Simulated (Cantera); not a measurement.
Charge: 1 mol SiO2, 0.11 mol Al2O3, 5.2 mol H2O, held at 23.0 Pa.

Equilibrium computed with Cantera from the NASA thermochemical tables; the gas is ideal and each condensed phase is pure. Candidate condensed phases: Al, Al2O3, Al2SiO5, Al6Si2O13, H2O, Si, SiO2; 28 gas species. The tables' values for AlOH, SiO2 are old estimates; treat these amounts as uncertain. Kinetics and transport are ignored.

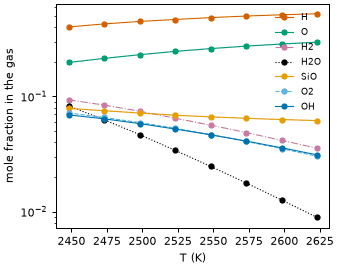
Equilibrium gas composition (values under 1e-9 drawn at 1e-9)

From 2448 K to 2498 K the condensed part is Al2O3(l). From 2523 K to 2623 K nothing is condensed. The main Si-bearing gas is SiO throughout.
